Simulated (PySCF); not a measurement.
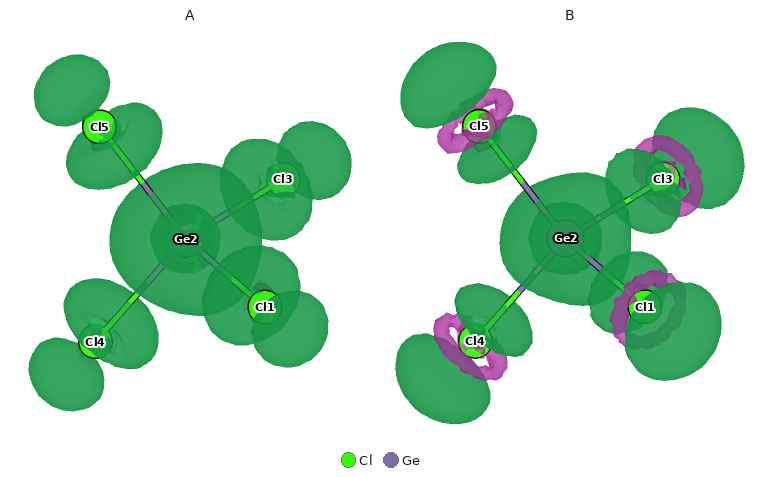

Cl4Ge, SMILES `Cl[Ge](Cl)(Cl)Cl`. The Fukui function f⁺ from two separate SCF calculations and the density of the LUMO, at ±0.03 e/Å³ (green positive, purple negative).

Method: B3LYP/def2-SVP; geometry: GFN2-xTB; program: PySCF. No frequency check shows the geometry to be a minimum. GFN2-xTB bond lengths at metals and heavier atoms can be off by up to 0.1 Å and shapes distorted, which carries into these values.

Input

```python
import numpy as np
from pyscf import gto, scf, dft
from pyscf.scf import atom_ks, atom_hf
from scipy.linalg import block_diag

def solve(mol, dm0=None, hcore=None):
    mf = (dft.UKS if mol.spin else dft.RKS)(mol, xc='b3lyp')
    mf.grids.level = 3
    mf = mf.density_fit(auxbasis='def2-universal-jkfit')
    mf.conv_tol, mf.max_cycle = 1e-8, 80
    if hcore is not None:
        mf.get_hcore = lambda *args: hcore
    mf.kernel(dm0)
    if not mf.converged:
        mf = mf.newton().run(mf.mo_coeff, mf.mo_occ, max_cycle=30)
    assert mf.converged, 'SCF not converged'
    return mf

mol = gto.M(atom='''
Cl     1.22826     0.67457     1.60045
Ge    -0.00022     0.00027     0.00032
Cl     1.22873    -0.67433    -1.60059
Cl    -1.22801    -1.60119     0.67410
Cl    -1.22857     1.60045    -0.67456
''', basis='def2-svp', charge=0, spin=0, verbose=4)
mf = solve(mol)
out = dict(e0=mf.e_tot, dm0=mf.make_rdm1(), c=mf.mo_coeff, occ=mf.mo_occ, eps=mf.mo_energy)
for name, dq, spin in [('cation', 1, 1), ('anion', -1, 1)]:
    ion = mol.copy().set(charge=mol.charge + dq, spin=spin).build()
    mi = solve(ion)
    if spin and dq > 0 and mol.nao < 130:
        c, _, stable, _ = mi.stability(return_status=True)
        if not stable:
            mi = solve(ion, mi.make_rdm1(c, mi.mo_occ))
    print(name, 'vertical energy change / eV', (mi.e_tot - mf.e_tot) * 27.211386)
    out.update({'e_' + name: mi.e_tot, 'dm_' + name: mi.make_rdm1(), 's2_' + name: mi.spin_square()[0], 'eps_' + name: mi.mo_energy, 'occ_' + name: mi.mo_occ})
# spherically averaged free atoms, for the promolecule
atm = atom_ks.get_atm_nrks(mol, xc='b3lyp')
pro = block_diag(*[(atm[a[0]][2] * atm[a[0]][3]) @ atm[a[0]][2].T for a in mol._atom])
np.savez('result.npz', pro=pro, **out)
```

Launched as:

```sh
OMP_NUM_THREADS=1 python input.py
```

The run took 110 s on 1 thread of Intel(R) Xeon(R) Platinum 8488C (Sapphire Rapids) (shared host), peak memory 0.57 GiB.

Partitions, critical points and surface values were worked out afterwards from this run's density.

Q: Which panel is which, and how good is the frozen-orbital picture?

A: B is f⁺ (it has negative regions), A the LUMO density. The LUMO lies on Ge2 (32 %) and Cl1, Cl3, Cl4 and Cl5 (17 % each); f⁺ (Hirshfeld-condensed) is largest on Cl1, Cl3, Cl4 and Cl5 (0.20 each) and Ge2 (0.18); the vertical electron affinity is 0.14 eV (the stability of the anion's solution wasn't checked; the anion's highest orbital has positive energy, so this value and f⁺ depend on the basis). Relaxation shifts 14 % of the electron between atoms. The orbital energy is −2.39 eV.
